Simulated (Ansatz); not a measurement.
Computed with PBE (plane waves to 420 eV, PAW; Ansatz, a first-principles code).

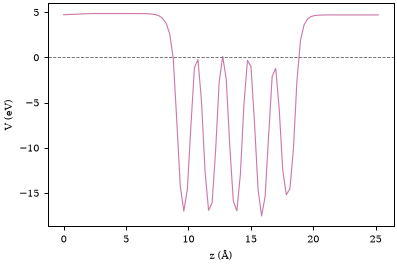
*Electrostatic potential energy of an electron, averaged over planes parallel to the surface, in eV from the Fermi level, for S on the 1x1 (111) surface of fcc Cu, one in a 1x1 cell, started at the site 'hollow Cu-Cu-Cu over Cu at depth 2.1 Å'*

Model: 5-atom slab, 6.2 Å thick at the start under the adsorbate (thin: gaps and levels are the slab's own), 12x12x1 mesh, Fermi-Dirac 0.1 eV, dipole correction, 2 atoms held, the rest relaxed; start symmetry kept, larger cells not searched; spin-polarised, no spin-orbit, no U, no dispersion correction. The starting moment vanished. At the end it is bonded to 3 Cu. In PBE this state lies 0.09 eV over the lowest of the starts that converged ('top Cu').

The vacuum level lies 4.70 eV above the Fermi level over the top face and 4.85 eV above it under the bottom face.
